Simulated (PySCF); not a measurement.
```tsv
atom	x (Å)	y (Å)	z (Å)
C	-2.0396	-0.4647	0.6101
C	-1.4705	0.6922	-0.1777
C	-1.0198	0.5307	-1.5530
C	0.0164	0.7742	-0.5550
Si	1.2865	-0.5659	-0.1236
P	3.2151	0.5477	0.1337
H	-3.1208	-0.5031	0.4861
H	-1.8215	-0.3490	1.6709
H	-1.6180	-1.4062	0.2668
H	-1.9200	1.6437	0.0940
H	-1.1419	-0.2890	-2.2291
H	0.4283	1.7801	-0.5101
H	0.9001	-1.3335	1.0707
H	1.4611	-1.5217	-1.2252
H	2.9241	1.0109	1.4039
H	3.9129	-0.5375	0.6261
```

Geometry: GFN2-xTB.

These are results of UKS B3LYP, pcH-1 on C H P Si, non-relativistic, mean-field spin-orbit, GIAO in PySCF 2.14.0, density-fitted response routines, not measurements.

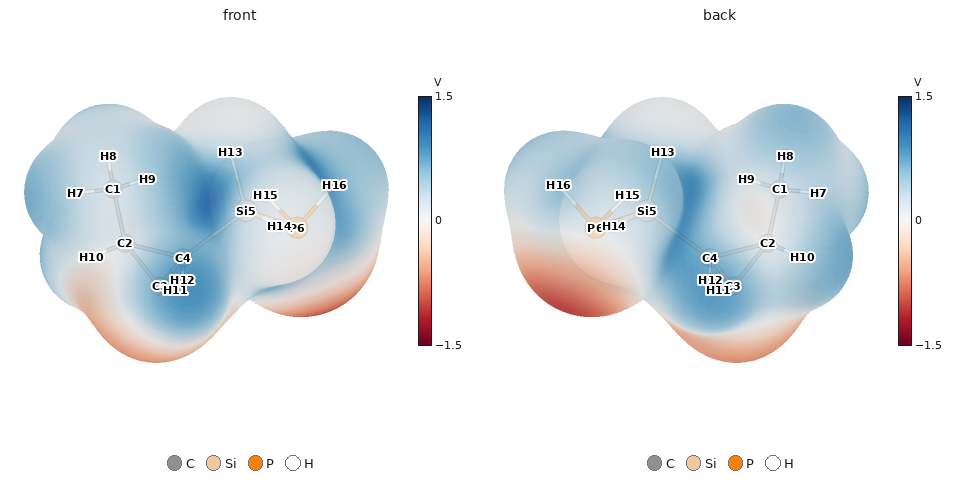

C₄H₁₀PSi (doublet). The electrostatic potential painted on the density surface at 0.002 e/bohr³, seen from the front and from behind; red is negative and blue positive.

**Describe the electrostatic potential map.**

The most negative region (about −1.0 V) lies over P6, the most positive (about +1.1 V) over Si5.
